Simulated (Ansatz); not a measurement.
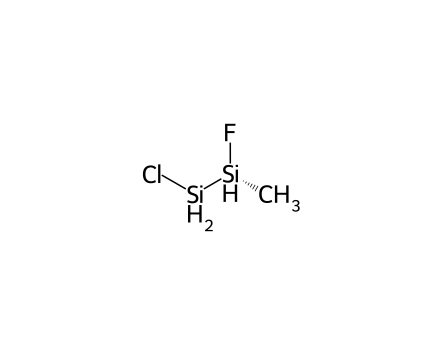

Figure made from data computed with Ansatz.

Skeletal drawing of a molecule.

Q: Transcribe the drawing into SMILES.

A: C[Si@@H](F)[SiH2]Cl

Q: Give the formula, hydrogens included.

A: CH6ClFSi2.

Q: An optimisation with PBE0-D4/def2-TZVP gave a structure of which point group?

A: C1.
